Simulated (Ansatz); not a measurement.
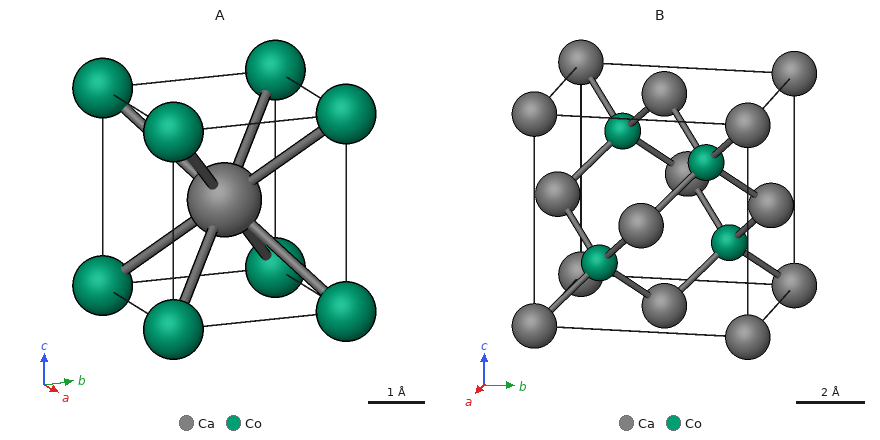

Two structures of CaCo, each relaxed to rest (conventional cells in solid outline, small ones repeated, not to one scale). Method: DFT PBE, scalar-relativistic, plane waves, PAW in Ansatz 0.2.0, with collinear spins.

Question: Which structures are these?

Answer: A: 2 atoms a cell on a primitive tetragonal lattice, P4/mmm. B: zinc blende (sphalerite type), F-43m.

Question: Which has the lower energy, and by how much?

Answer: A is lower, by 883 meV/atom at this level of theory (energies at zero smearing). Volumes: A 20.6, B 34.3 Å³/atom.

One or both may be structure types tried for this composition rather than known phases.
